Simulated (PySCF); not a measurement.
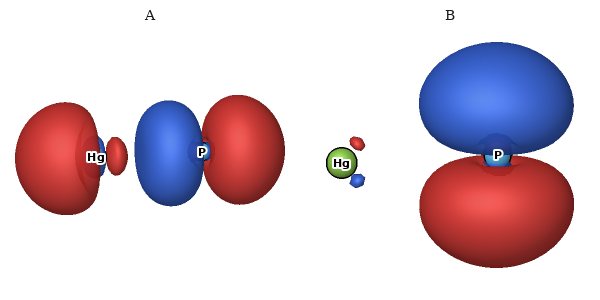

The picture shows: HgP (charge −1, triplet). Two frontier α-spin orbitals, each drawn at the value that holds 80 % of its norm (red and blue are the two phases), in no order; of a degenerate pair one member is drawn.

Core potentials replace the inner electrons of Hg.

Theory: PBE0/def2-SVPD, non-relativistic Hamiltonian with scalar-relativistic core potentials where named, at a bond length of 2.982 Å in PySCF.

> Label each orbital by symmetry, say whether it is occupied, and order them by energy.

Orbital B: π, occupied in this spin, −1.01 eV; almost wholly on P.
Orbital A: σ, occupied in this spin, 0.39 eV; shared between the atoms (Hg 30 %, P 70 %).
